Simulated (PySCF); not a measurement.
System: C₃H₇NOSi₃.

| atom | x (Å) | y (Å) | z (Å) |
| --- | --- | --- | --- |
| N | 2.1265 | 2.3172 | -2.0915 |
| C | 1.6760 | 1.5575 | -1.3580 |
| Si | 0.8885 | 0.3341 | -0.1866 |
| C | 2.3942 | -0.3036 | 0.7987 |
| O | 2.2631 | -1.1328 | 1.6682 |
| Si | -0.6194 | -1.2747 | -1.0288 |
| C | -1.9505 | -0.4603 | 0.1142 |
| Si | -1.0286 | 0.9670 | 1.0377 |
| H | 3.4047 | 0.0924 | 0.5682 |
| H | -0.9849 | -1.1975 | -2.4457 |
| H | -0.3747 | -2.6817 | -0.7056 |
| H | -2.3777 | -1.1806 | 0.8109 |
| H | -2.7984 | -0.0865 | -0.4588 |
| H | -1.6182 | 2.2810 | 0.7660 |
| H | -1.0051 | 0.7764 | 2.4892 |

Geometry: GFN2-xTB.

Level of theory: PBE0/def2-SVPD, SCF density, gas phase in PySCF 2.14.0.

### What can the converged electron density and electron localisation function tell about the bonding?

C–N (1.15 Å): ρ is about 3.6 e/Å³ halfway; the ELF peaks at about 0.85 between the atoms (a short, multiple covalent bond).
C–O (1.21 Å): ρ is about 3.3 e/Å³ halfway; the ELF peaks at about 0.90 between the atoms; a short, multiple covalent bond.
C–Si (1.87 Å): ρ at the midpoint is about 0.88 e/Å³; the ELF peaks at about 0.95 between the atoms; localised, covalent bonding.
C–H (1.09 Å): ρ at the midpoint is about 1.9 e/Å³; the ELF climbs to about 1 towards the hydrogen, as it does in any bond to H; a covalent bond by its length.

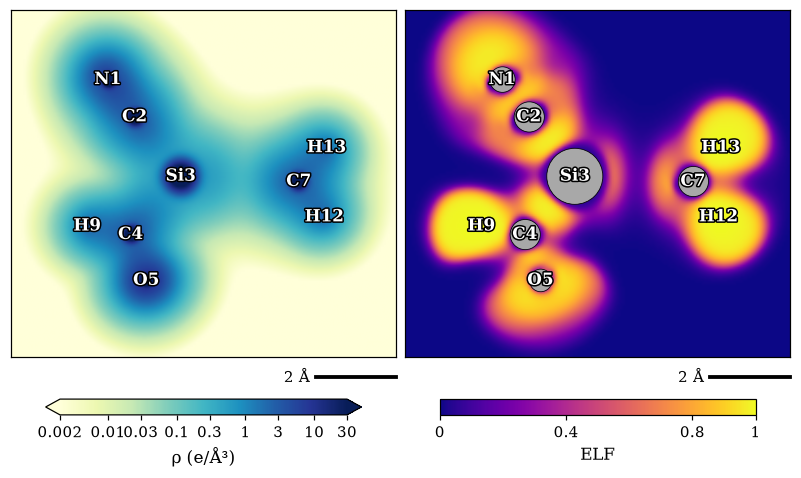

Computed electron density and electron localisation function on the plane of atoms Si3, C4 and H9, in this order. Grey discs cover the atomic cores in the ELF map. 
